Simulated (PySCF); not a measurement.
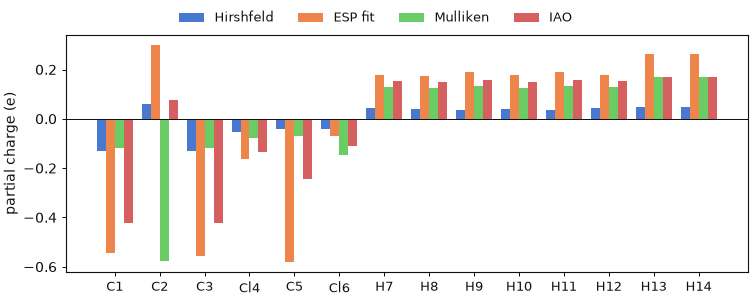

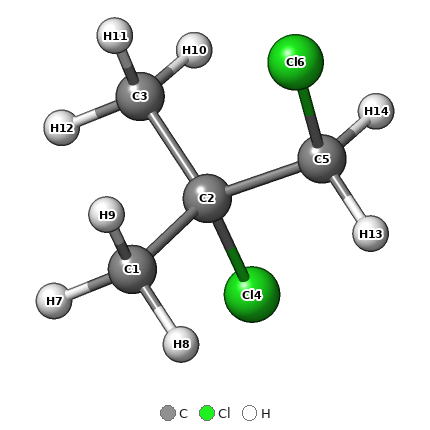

Atomic charges of C₄H₈Cl₂, SMILES CC(C)(Cl)CCl by 4 schemes, PBE0/pcSseg-1 with PySCF, at a GFN2-xTB geometry (no frequency check).

Which scheme gives the smallest charges overall?

Answer. Hirshfeld: mean absolute charge Hirshfeld 0.06, Mulliken 0.16, IAO 0.19, ESP fit 0.27 e.

On which atom do the schemes disagree most?

Answer. On C2: Hirshfeld 0.06, ESP fit 0.30, Mulliken −0.58, IAO 0.08 e.

Caveats: the tight-binding geometry is rougher than a DFT one and adds to the error; one conformer of a flexible molecule.
